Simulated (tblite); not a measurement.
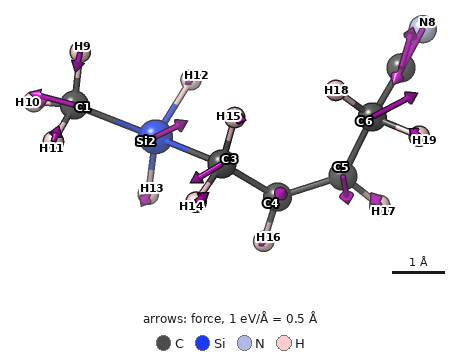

Starting geometry of C₆H₁₁NSi with the computed forces as purple arrows. Style: ball-and-stick. Shown face on.

Theory: GFN2-xTB geometry optimisation, gas phase in tblite 0.8.0. 

> What follows when this structure is relaxed?

It isn't relaxed: the largest force vector, on the N atom, is 3.33 eV/Å. The final displacements have little in common with the starting forces (cosine between the two patterns 0.10). Over 133 geometry steps the energy falls by 42.9 kJ/mol. The atom that moves furthest after the best rigid fit is the N atom (1.02 Å). Largest moves by element: N 1.02 Å, H 0.80 Å, C 0.66 Å, Si 0.27 Å. Some distances before and after: C–Si 1.839 → 1.899 Å, C–C 1.488 → 1.442 Å, C–C 1.471 → 1.506 Å, H–Si 1.435 → 1.468 Å. Bond angles that change, for instance: Si–C–C 103.3° → 110.8°, C–C–H 117.9° → 111.2°, C–Si–H 115.5° → 110.3°. Groups turn about C–C by about 30°. The run took 0.71 s on 1 thread of AMD EPYC 9B45, on a shared host.
